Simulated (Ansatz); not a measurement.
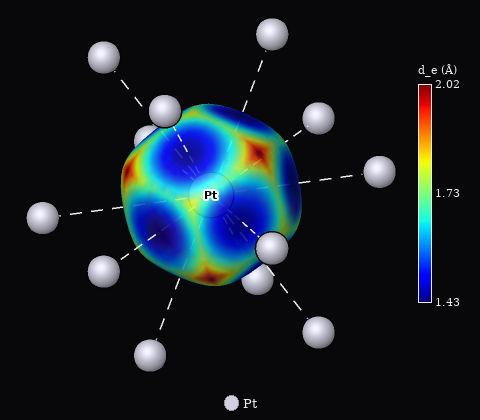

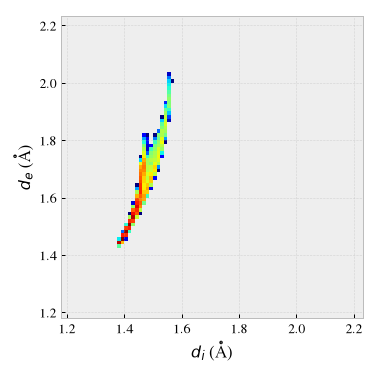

Hirshfeld surface computed for one Pt atom in Pt (Fm-3m, No. 225), coloured by d_e. Dashed lines lead to the closest neighbours outside. The second picture is its fingerprint plot, coloured by area on a logarithmic scale (blue little, red much).

The surface is where the fragment's share of the procrystal density (the sum of the densities of spherically averaged neutral Hartree-Fock atoms) equals one half. d_i and d_e are the distances from the surface to the nearest nucleus inside and outside. From Rb on the atoms have core potentials, so only their outer electrons count.

The cell is taken from coordinates from a relaxation with Ansatz 0.2.0, DFT, revPBE, plane waves (420 eV) with PAW, scalar-relativistic.

```cif
data_structure
_symmetry_space_group_name_H-M 'P 1'
_symmetry_Int_Tables_number 1
_cell_length_a 3.9856
_cell_length_b 3.9856
_cell_length_c 3.9856
_cell_angle_alpha 90.000
_cell_angle_beta 90.000
_cell_angle_gamma 90.000
_cell_volume 63.31
loop_
_atom_site_label
_atom_site_type_symbol
_atom_site_fract_x
_atom_site_fract_y
_atom_site_fract_z
_atom_site_occupancy
Pt1 Pt 0.00000 0.00000 0.00000 1
Pt2 Pt 0.00000 0.50000 0.50000 1
Pt3 Pt 0.50000 0.00000 0.50000 1
Pt4 Pt 0.50000 0.50000 0.00000 1
```

**What is the shortest distance from the fragment to an atom outside it?**

Pt–Pt, 2.82 Å.

**How is the surface shared among contacts (nearest atom inside ··· nearest atom outside)?**

Pt···Pt 100 %. The surface faces 12 neighbours with more than 2 % of its area each: 12 Pt.

**Give the size and shape of the surface.**

It encloses about 12.8 Å³, has an area of about 27 Å² and a globularity of 0.99 (1 for a sphere).

**Where does the fingerprint reach closest to the origin?**

The smallest d_i + d_e is about 2.8 Å, which belongs to the shortest contact, Pt···Pt at 2.82 Å; d_e runs from 1.43 to 2.02 Å.
